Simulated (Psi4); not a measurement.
**wB97X-D/cc-pVDZ (density fitting, sweep point 3) run of CH4BNO2 (SMILES NB(O)C=O)**

Wanted: energy and gradient of CH4BNO2. Input form: a Python script.

Program for the calculation: Psi4 1.11.

6 further runs of the same task are left out: 6 set aside as unsound or not needed.

## (1) The molecule

CH4BNO2: 9 atoms, total charge 0, spin state singlet. As SMILES, `NB(O)C=O`. The shape is that of a PBE0-D4/def2-TZVP optimisation. This is one conformer, not always the lowest.

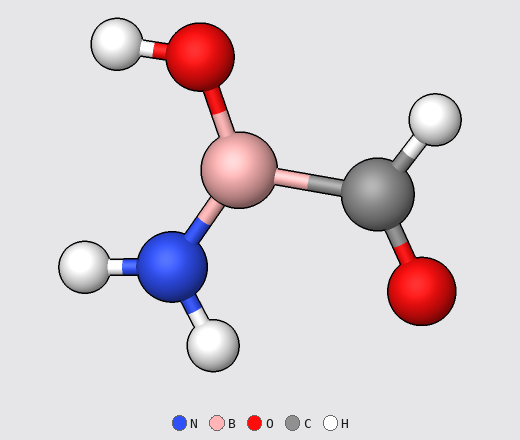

Viewed from a chosen angle; nitrogen blue, boron pink, oxygen red, carbon grey, hydrogen white.

## (2) Energy and forces at wB97X-D/cc-pVDZ (density fitting, sweep point 3)

File ch4bno2.py:

```python
import psi4

psi4.set_memory('1600 MB')
psi4.set_num_threads(1)
psi4.set_output_file('run.log', False)

geom = psi4.geometry("""
0 1
N      0.857700     0.125300    -0.929400
B     -0.002000    -0.310300     0.077200
O     -0.163100    -1.589800     0.527000
C     -0.900700     0.815700     0.784900
O     -0.838600     1.980800     0.462200
H      1.485000    -0.442200    -1.470700
H      0.870800     1.106500    -1.157600
H      0.382300    -2.248400     0.091800
H     -1.602800     0.516100     1.597600
symmetry c1
""")

psi4.set_options(dict(basis='cc-pVDZ', reference='rks', scf_type='df', guess='gwh'))

result, w = psi4.gradient("WB97X-D", return_wfn=True)
print('gradient / Eh bohr^-1')
print(result.np.round(6))
print(f'energy = {w.energy():.10f} Eh')
```

Started as:

```
$ python ch4bno2.py
```

run.log:

```text
[...]
  Running in c1 symmetry.
[...]
  Nuclear repulsion =  154.901578138866000
[...]
  Multiplicity = 1
[...]
  Nalpha       = 19
  Nbeta        = 19
[...]
    Number of basis functions: 90
[...]
   @DF-RKS iter   1:  -267.57350822820860   -2.67574e+02   4.62438e-02 ADIIS/DIIS
[...]
   @DF-RKS iter  16:  -270.57337823473961   -5.40012e-12   2.78564e-09 DIIS
[...]
    Orbital Energies [Eh]
    ---------------------
    Doubly Occupied:
       1A    -19.277719     2A    -19.256947     3A    -14.442666
       4A    -10.354869     5A     -6.875011     6A     -1.138270
       7A     -1.127358     8A     -0.967998     9A     -0.712668
      10A     -0.629513    11A     -0.615340    12A     -0.588912
      13A     -0.521814    14A     -0.495601    15A     -0.479395
      16A     -0.454167    17A     -0.443232    18A     -0.363116
      19A     -0.311162
[...]
  @DF-RKS Final Energy:  -270.57337823473961
   => Energetics <=
    Nuclear Repulsion Energy =            154.9015781388660002
    One-Electron Energy =                -676.2425306456534599
    Two-Electron Energy =                 275.1632470741583916
    DFT Exchange-Correlation Energy =     -24.3933599977626088
    Empirical Dispersion Energy =          -0.0023128043479516
    VV10 Nonlocal Energy =                  0.0000000000000000
    Total Energy =                       -270.5733782347396641
[...]
 Multipole Moments:
 ------------------------------------------------------------------------------------
     Multipole            Electronic (a.u.)      Nuclear  (a.u.)        Total (a.u.)
 ------------------------------------------------------------------------------------
 L = 1.  Multiply by 2.5417464519 to convert [e a0] to [Debye]
 Dipole X            :         -0.7375170            1.5846192            0.8471022
 Dipole Y            :          0.2166951           -1.2143903           -0.9976953
 Dipole Z            :          0.7326734           -1.4118999           -0.6792265
 Magnitude           :                                                    1.4745598
[...]
  -Total Gradient:
     Atom            X                  Y                   Z
    ------   -----------------  -----------------  -----------------
       1        0.000703658225     0.000993812059    -0.000960837180
       2        0.000460499538    -0.000346809418    -0.000425217517
       3        0.002469010863     0.002472087734    -0.003159461432
       4       -0.000897031881     0.006289976910    -0.000424377300
       5       -0.001383041127    -0.009994688501     0.003654931837
       6       -0.003088958662     0.003111378502     0.002602586936
       7        0.000278681053    -0.005407334921     0.000889315301
       8       -0.001745600888     0.000550141238     0.001729180684
       9        0.003325377231     0.002012009056    -0.003970544953
[...]
```

On the terminal:

```text
gradient / Eh bohr^-1
[[ 0.000704  0.000994 -0.000961]
 [ 0.00046  -0.000347 -0.000425]
 [ 0.002469  0.002472 -0.003159]
 [-0.000897  0.00629  -0.000424]
 [-0.001383 -0.009995  0.003655]
 [-0.003089  0.003111  0.002603]
 [ 0.000279 -0.005407  0.000889]
 [-0.001746  0.00055   0.001729]
 [ 0.003325  0.002012 -0.003971]]
energy = -270.5733782347 Eh
```

It took 13 s on 1 thread of AMD EPYC 7R13 (Zen 3), shared host; peak memory 0.72 GiB.

## (3) Summary of results

Level: wB97X-D/cc-pVDZ (density fitting, sweep point 3).

```
                quantity          value
            total energy  -270.57338 Eh
           dipole moment         3.75 D
             HOMO energy       -8.47 eV
             LUMO energy        0.88 eV
           HOMO–LUMO gap        9.35 eV
       dispersion energy   -6.07 kJ/mol
largest force on an atom     0.552 eV/Å
```

The largest force is 0.55 eV/Å: the shape isn't a stationary point for this species at this level.
